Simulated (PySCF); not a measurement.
**Geometry relaxation, with input and output: C2H6O2Si2**

- system: C2H6O2Si2
- method: PBE0-D3(BJ)/def2-SVP geometry optimisation, gas phase (PySCF 2.14.0)

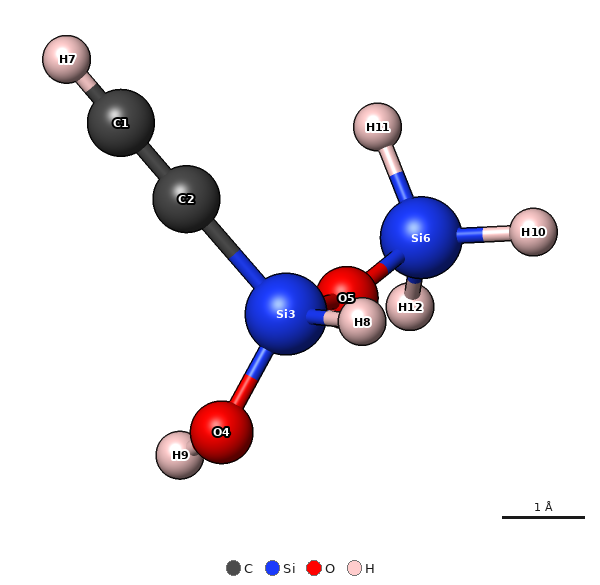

Figure 1. The input geometry (ball-and-stick view, seen at a tilt; atoms are numbered from 1 in the order of the input).

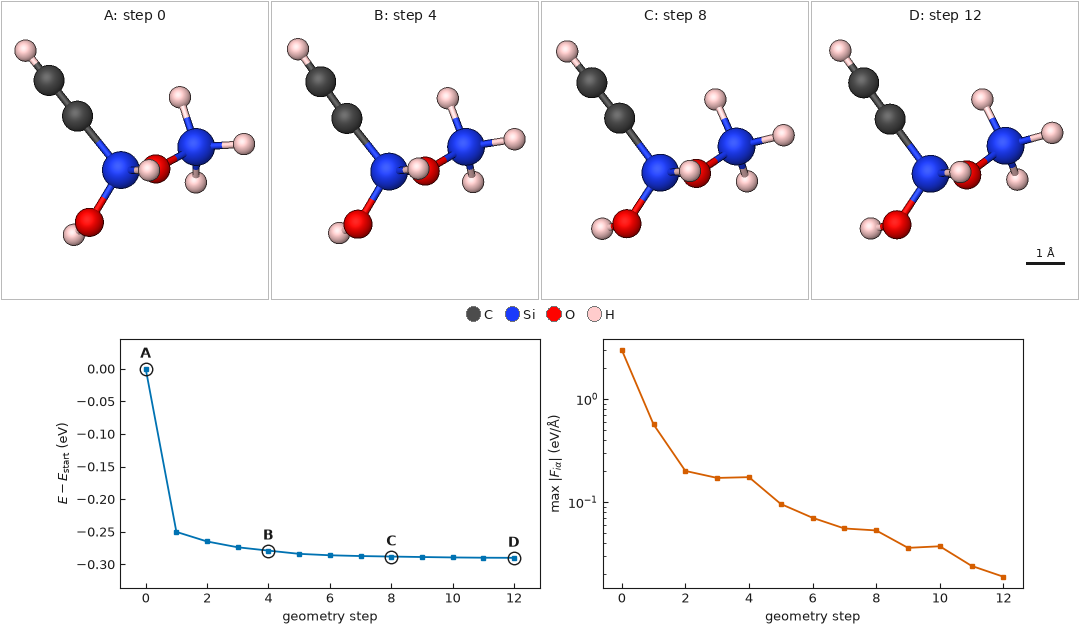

Figure 2. Frames of the relaxation (ball-and-stick view, seen at a tilt) above the curves, on which the letters mark them (steps are counted from 0).

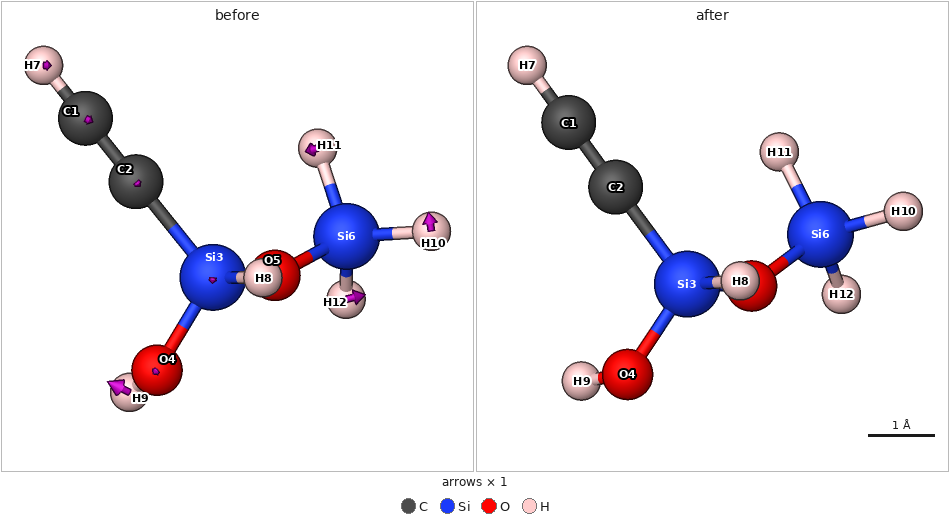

Figure 3. Before (left) and after (right) the relaxation, at one scale (ball-and-stick view, seen at a tilt). The pink arrows give the displacements, at true length. H9 moves most after the best rigid fit: 0.41 Å. By element the largest moves are H 0.41 Å, O 0.16 Å, C 0.14 Å, Si 0.10 Å. Among the contacts that change: O5–Si6 1.609 → 1.658 Å, C1–H7 1.027 → 1.076 Å, O4–H9 0.922 → 0.962 Å, Si6–H12 1.451 → 1.490 Å. Among the angles that change: Si3–O5–Si6 156.8° → 149.4°, O5–Si6–H12 103.6° → 108.3°, H10–Si6–H12 113.5° → 109.5°. Over 12 geometry steps the energy falls by 0.290 eV. Largest force component: 3 eV/Å at the start, 0.019 eV/Å at the end. (Atoms are counted from 1 in the order of the input.)

The input that produced these results follows, with the program's output.

## Input
```
{"job": {"xc": "PBE0", "basis": "def2-SVP", "d3": "d3bj", "grid": 1, "shake": 0.01, "kind": "geom"}, "charge": 0, "multiplicity": 1}
C      2.260260    -1.310930     1.355790
C      1.540930    -0.390590     0.956040
Si     0.443920     0.996400     0.350960
O      1.303880     2.028700    -0.601650
O     -0.750000     0.313040    -0.497130
Si    -2.034940    -0.619900    -0.755150
H      2.859120    -2.073160     1.696130
H     -0.044570     1.843340     1.415770
H      1.560010     1.785760    -1.453010
H     -3.150660    -0.088150     0.031910
H     -1.706970    -1.987020    -0.320660
H     -2.241290    -0.525760    -2.188030
```

The first line tells a small driver script what to run in PySCF; the rest is the geometry in Å.

Command:
```bash
OMP_NUM_THREADS=1 python <driver script> task.json out
```

## The program's output
```
step   0  E = -808.44879689  max force = 0.058453
step   1  E = -808.45799116  max force = 0.011062
step   2  E = -808.45853208  max force = 0.003919
step   3  E = -808.45885978  max force = 0.003353
step   4  E = -808.45904741  max force = 0.003411
step   5  E = -808.45922899  max force = 0.001876
step   6  E = -808.45930942  max force = 0.001377
step   7  E = -808.45935339  max force = 0.001085
step   8  E = -808.45938162  max force = 0.001039
step   9  E = -808.45940804  max force = 0.000704
step  10  E = -808.45943191  max force = 0.000729
step  11  E = -808.45944701  max force = 0.000470
step  12  E = -808.45945386  max force = 0.000369
optimisation converged
```

## Trajectory as extended XYZ (Å, eV, eV/Å), 13 frames, from step=0 to step=12
```
12
Properties=species:S:1:pos:R:3:forces:R:3 step=0 energy=-21999.01229
C     2.2603   -1.3109    1.3558   -2.3526   3.0058  -1.2928
C     1.5409   -0.3906    0.9560    0.6363  -0.8583   0.4615
Si    0.4439    0.9964    0.3510    1.3742  -0.2657  -0.0976
O     1.3039    2.0287   -0.6017   -0.6750   0.7213   2.1692
O    -0.7500    0.3130   -0.4971    0.8647   0.7752   0.0717
Si   -2.0349   -0.6199   -0.7551   -0.4714  -0.5988   0.0836
H     2.8591   -2.0732    1.6961    1.3115  -1.6679   0.7257
H    -0.0446    1.8433    1.4158   -0.2412   0.2162   0.6402
H     1.5600    1.7858   -1.4530    0.7099  -0.7318  -2.1905
H    -3.1507   -0.0882    0.0319   -0.5802   0.0676   0.1679
H    -1.7070   -1.9870   -0.3207   -0.1053  -0.4799   0.0315
H    -2.2413   -0.5258   -2.1880   -0.4708  -0.1837  -0.7703
12
Properties=species:S:1:pos:R:3:forces:R:3 step=1 energy=-21999.26248
C     2.1201   -1.3442    1.3890    0.5024  -0.1427   0.0785
C     1.5748   -0.3478    0.9526   -0.3071   0.0997  -0.0481
Si    0.5342    1.0495    0.3465    0.0360  -0.3018   0.0685
O     1.3802    2.0917   -0.6028    0.1502  -0.0272  -0.5689
O    -0.6925    0.3555   -0.5022   -0.1371   0.0628  -0.0709
Si   -2.0139   -0.6115   -0.7678    0.1869   0.0656   0.0440
H     2.7031   -2.1796    1.7577   -0.2676   0.1520  -0.0667
H     0.0335    1.8471    1.4853   -0.0041   0.0184   0.0166
H     1.6312    1.8147   -1.4996   -0.1199   0.0756   0.5383
H    -3.1760   -0.1199    0.0260   -0.0313   0.0204   0.0161
H    -1.7102   -2.0170   -0.3736    0.0045  -0.0323   0.0099
H    -2.3448   -0.5668   -2.2195   -0.0129   0.0095  -0.0173
12
Properties=species:S:1:pos:R:3:forces:R:3 step=2 energy=-21999.27720
C     2.1455   -1.3275    1.3906    0.2015   0.1370  -0.0457
C     1.5752   -0.3445    0.9525   -0.1546  -0.1242   0.0346
Si    0.5285    1.0393    0.3455    0.0271  -0.0879   0.0545
O     1.3787    2.0791   -0.6052    0.0117   0.0616  -0.1356
O    -0.6990    0.3566   -0.5091   -0.0598   0.0584  -0.0474
Si   -2.0189   -0.6074   -0.7717    0.0554   0.0043   0.0284
H     2.7144   -2.1613    1.7652   -0.0821  -0.0220   0.0097
H     0.0264    1.8415    1.4821   -0.0021  -0.0028   0.0021
H     1.6419    1.7815   -1.4823    0.0127  -0.0228   0.0974
H    -3.1761   -0.1194    0.0358   -0.0033  -0.0017   0.0000
H    -1.7133   -2.0183   -0.3913   -0.0015   0.0000   0.0004
H    -2.3635   -0.5480   -2.2207   -0.0049   0.0000   0.0016
12
Properties=species:S:1:pos:R:3:forces:R:3 step=3 energy=-21999.28611
C     2.1767   -1.3027    1.3912    0.0223   0.1321  -0.0494
C     1.5682   -0.3440    0.9525   -0.0899  -0.1160   0.0221
Si    0.5182    1.0312    0.3414    0.0478   0.0735   0.0121
O     1.3788    2.0663   -0.6104   -0.1144   0.0874   0.1693
O    -0.7104    0.3627   -0.5215    0.0120   0.0509  -0.0247
Si   -2.0274   -0.6033   -0.7746   -0.0489  -0.0469   0.0094
H     2.7337   -2.1362    1.7752    0.0437  -0.0821   0.0371
H     0.0102    1.8363    1.4740    0.0079  -0.0062  -0.0061
H     1.6749    1.7371   -1.4596    0.1087  -0.0881  -0.1724
H    -3.1750   -0.1308    0.0569    0.0088  -0.0090  -0.0032
H    -1.7103   -2.0181   -0.4168   -0.0011   0.0079  -0.0015
H    -2.3979   -0.5268   -2.2169    0.0031  -0.0035   0.0074
12
Properties=species:S:1:pos:R:3:forces:R:3 step=4 energy=-21999.29122
C     2.1946   -1.2824    1.3890   -0.0693   0.0809  -0.0337
C     1.5524   -0.3455    0.9511   -0.0222  -0.0920   0.0171
Si    0.5072    1.0304    0.3345    0.0469   0.1060  -0.0116
O     1.3812    2.0587   -0.6148   -0.1314   0.0463   0.1754
O    -0.7223    0.3708   -0.5347    0.0325   0.0462  -0.0132
Si   -2.0353   -0.6035   -0.7743   -0.0706  -0.0602   0.0036
H     2.7528   -2.1127    1.7788    0.0756  -0.0541   0.0247
H    -0.0051    1.8389    1.4624    0.0107  -0.0004  -0.0068
H     1.7197    1.7018   -1.4372    0.1128  -0.0707  -0.1588
H    -3.1724   -0.1504    0.0823    0.0102  -0.0074  -0.0022
H    -1.7003   -2.0192   -0.4370   -0.0006   0.0082  -0.0011
H    -2.4328   -0.5154   -2.2086    0.0054  -0.0029   0.0066
12
Properties=species:S:1:pos:R:3:forces:R:3 step=5 energy=-21999.29616
C     2.2043   -1.2581    1.3824   -0.0964  -0.0334   0.0082
C     1.5210   -0.3497    0.9473    0.0325  -0.0015  -0.0035
Si    0.4905    1.0346    0.3212    0.0236   0.0612  -0.0195
O     1.3884    2.0490   -0.6212   -0.0731  -0.0290   0.0629
O    -0.7400    0.3844   -0.5553    0.0203   0.0413  -0.0060
Si   -2.0459   -0.6074   -0.7706   -0.0412  -0.0462   0.0032
H     2.7790   -2.0780    1.7747    0.0622   0.0070  -0.0040
H    -0.0250    1.8523    1.4403    0.0068   0.0057  -0.0047
H     1.7968    1.6586   -1.3987    0.0570  -0.0073  -0.0384
H    -3.1650   -0.1847    0.1238    0.0050  -0.0011  -0.0002
H    -1.6798   -2.0217   -0.4611   -0.0003   0.0036   0.0000
H    -2.4845   -0.5077   -2.1916    0.0037  -0.0003   0.0021
12
Properties=species:S:1:pos:R:3:forces:R:3 step=6 energy=-21999.29835
C     2.1974   -1.2500    1.3765   -0.0708  -0.0668   0.0176
C     1.4967   -0.3534    0.9444    0.0540   0.0396  -0.0038
Si    0.4800    1.0396    0.3114    0.0025  -0.0045  -0.0066
O     1.3971    2.0424   -0.6231   -0.0127  -0.0501  -0.0230
O    -0.7508    0.3947   -0.5696   -0.0051   0.0370  -0.0084
Si   -2.0514   -0.6106   -0.7671   -0.0004  -0.0226   0.0061
H     2.7919   -2.0589    1.7648    0.0259   0.0310  -0.0152
H    -0.0370    1.8659    1.4230    0.0013   0.0050  -0.0017
H     1.8538    1.6374   -1.3677    0.0034   0.0272   0.0352
H    -3.1578   -0.2057    0.1505    0.0000   0.0028   0.0005
H    -1.6643   -2.0222   -0.4723    0.0003  -0.0002   0.0003
H    -2.5159   -0.5076   -2.1793    0.0016   0.0016  -0.0010
12
Properties=species:S:1:pos:R:3:forces:R:3 step=7 energy=-21999.29955
C     2.1830   -1.2523    1.3720   -0.0279  -0.0539   0.0096
C     1.4815   -0.3551    0.9426    0.0450   0.0507   0.0001
Si    0.4743    1.0440    0.3055   -0.0076  -0.0474   0.0096
O     1.4038    2.0397   -0.6222    0.0186  -0.0304  -0.0558
O    -0.7559    0.4026   -0.5794   -0.0234   0.0311  -0.0127
Si   -2.0521   -0.6125   -0.7648    0.0238  -0.0054   0.0076
H     2.7923   -2.0537    1.7535   -0.0046   0.0239  -0.0107
H    -0.0449    1.8760    1.4117   -0.0014   0.0014   0.0015
H     1.8916    1.6311   -1.3452   -0.0199   0.0273   0.0523
H    -3.1513   -0.2163    0.1650   -0.0029   0.0029   0.0000
H    -1.6516   -2.0214   -0.4755    0.0002  -0.0018   0.0004
H    -2.5309   -0.5107   -2.1720    0.0001   0.0016  -0.0020
12
Properties=species:S:1:pos:R:3:forces:R:3 step=8 energy=-21999.30032
C     2.1667   -1.2590    1.3685    0.0018  -0.0223  -0.0032
C     1.4741   -0.3538    0.9412    0.0267   0.0373   0.0040
Si    0.4719    1.0482    0.3023   -0.0077  -0.0534   0.0167
O     1.4076    2.0410   -0.6210    0.0176   0.0009  -0.0423
O    -0.7573    0.4097   -0.5859   -0.0282   0.0262  -0.0137
Si   -2.0488   -0.6133   -0.7632    0.0263  -0.0010   0.0063
H     2.7803   -2.0593    1.7445   -0.0172   0.0049  -0.0007
H    -0.0497    1.8822    1.4058   -0.0014  -0.0014   0.0027
H     1.9141    1.6330   -1.3305   -0.0142   0.0084   0.0324
H    -3.1447   -0.2225    0.1728   -0.0030   0.0013  -0.0009
H    -1.6385   -2.0198   -0.4755   -0.0004  -0.0016   0.0004
H    -2.5360   -0.5146   -2.1678   -0.0004   0.0007  -0.0016
12
Properties=species:S:1:pos:R:3:forces:R:3 step=9 energy=-21999.30103
C     2.1464   -1.2679    1.3637    0.0181   0.0088  -0.0125
C     1.4688   -0.3503    0.9389    0.0069   0.0129   0.0054
Si    0.4706    1.0539    0.2993   -0.0018  -0.0362   0.0154
O     1.4110    2.0456   -0.6200    0.0014   0.0284  -0.0094
O    -0.7577    0.4195   -0.5931   -0.0234   0.0225  -0.0100
Si   -2.0421   -0.6139   -0.7617    0.0157  -0.0055   0.0027
H     2.7549   -2.0733    1.7359   -0.0176  -0.0134   0.0082
H    -0.0541    1.8878    1.4015   -0.0005  -0.0029   0.0024
H     1.9352    1.6374   -1.3152    0.0030  -0.0139   0.0002
H    -3.1353   -0.2310    0.1810   -0.0014  -0.0001  -0.0019
H    -1.6191   -2.0170   -0.4758   -0.0007  -0.0004   0.0003
H    -2.5389   -0.5193   -2.1632    0.0004  -0.0001  -0.0008
12
Properties=species:S:1:pos:R:3:forces:R:3 step=10 energy=-21999.30168
C     2.1239   -1.2771    1.3571    0.0186   0.0263  -0.0131
C     1.4636   -0.3456    0.9353   -0.0073  -0.0108   0.0037
Si    0.4698    1.0616    0.2964    0.0068  -0.0113   0.0074
O     1.4143    2.0530   -0.6193   -0.0134   0.0375   0.0189
O    -0.7581    0.4324   -0.6009   -0.0145   0.0203  -0.0017
Si   -2.0327   -0.6144   -0.7601    0.0019  -0.0136  -0.0019
H     2.7182   -2.0933    1.7280   -0.0099  -0.0205   0.0105
H    -0.0576    1.8935    1.3988    0.0004  -0.0025   0.0012
H     1.9557    1.6421   -1.2988    0.0161  -0.0251  -0.0228
H    -3.1232   -0.2432    0.1905    0.0003  -0.0007  -0.0023
H    -1.5933   -2.0133   -0.4777   -0.0006   0.0010   0.0002
H    -2.5407   -0.5243   -2.1578    0.0016  -0.0006  -0.0002
12
Properties=species:S:1:pos:R:3:forces:R:3 step=11 energy=-21999.30209
C     2.1073   -1.2834    1.3513    0.0088   0.0210  -0.0048
C     1.4592   -0.3424    0.9316   -0.0110  -0.0177  -0.0005
Si    0.4695    1.0685    0.2947    0.0113   0.0021  -0.0015
O     1.4167    2.0602   -0.6186   -0.0123   0.0231   0.0242
O    -0.7588    0.4440   -0.6059   -0.0098   0.0193   0.0069
Si   -2.0245   -0.6147   -0.7591   -0.0029  -0.0169  -0.0051
H     2.6858   -2.1106    1.7230   -0.0008  -0.0134   0.0055
H    -0.0588    1.8978    1.3987    0.0007  -0.0005  -0.0004
H     1.9684    1.6449   -1.2873    0.0131  -0.0176  -0.0223
H    -3.1135   -0.2549    0.1976    0.0010  -0.0002  -0.0020
H    -1.5707   -2.0099   -0.4805   -0.0003   0.0013   0.0002
H    -2.5408   -0.5277   -2.1540    0.0021  -0.0005  -0.0002
12
Properties=species:S:1:pos:R:3:forces:R:3 step=12 energy=-21999.30228
C     2.0994   -1.2866    1.3481    0.0001   0.0072   0.0032
C     1.4560   -0.3420    0.9293   -0.0079  -0.0119  -0.0033
Si    0.4695    1.0724    0.2949    0.0112   0.0006  -0.0059
O     1.4182    2.0644   -0.6172   -0.0016   0.0029   0.0139
O    -0.7597    0.4510   -0.6070   -0.0114   0.0190   0.0114
Si   -2.0200   -0.6147   -0.7592    0.0016  -0.0143  -0.0062
H     2.6689   -2.1198    1.7209    0.0036  -0.0027  -0.0006
H    -0.0577    1.8998    1.4008    0.0003   0.0014  -0.0012
H     1.9717    1.6458   -1.2830    0.0020  -0.0032  -0.0096
H    -3.1092   -0.2624    0.2000    0.0004   0.0005  -0.0015
H    -1.5580   -2.0077   -0.4833    0.0000   0.0007   0.0004
H    -2.5392   -0.5286   -2.1530    0.0017  -0.0004  -0.0006
```

## Summary

| quantity | value |
| --- | --- |
| outcome | converged |
| total energy | −808.459454 hartree |
| dipole moment | 1.92 D |
| point group | C1 |
| hardware | 1 CPU thread, shared host |
| wall time | 2.2 min |
| peak memory | 0.52 GiB |
